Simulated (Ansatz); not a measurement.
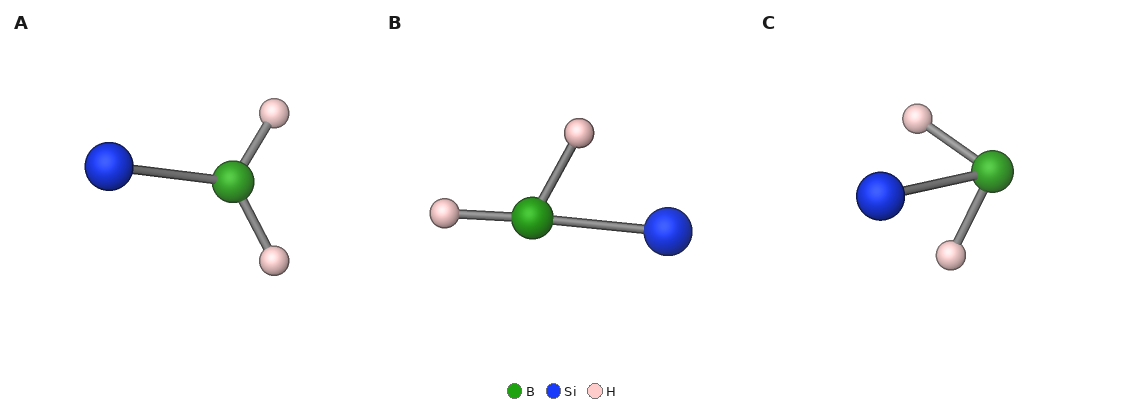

3 stationary structures of one formula. State: neutral, doublet. Geometries: PBE-D4/def2-SVP. Electronic energies: PBE-D4/def2-SVP (Ansatz 0.2.0), without zero-point energy. No frequency run is at hand to confirm each as a minimum.

Which is lowest in energy, and by how much?

B is lowest (Cs); A lies 0.130 eV above it (C2v), C lies 0.830 eV above it (Cs).
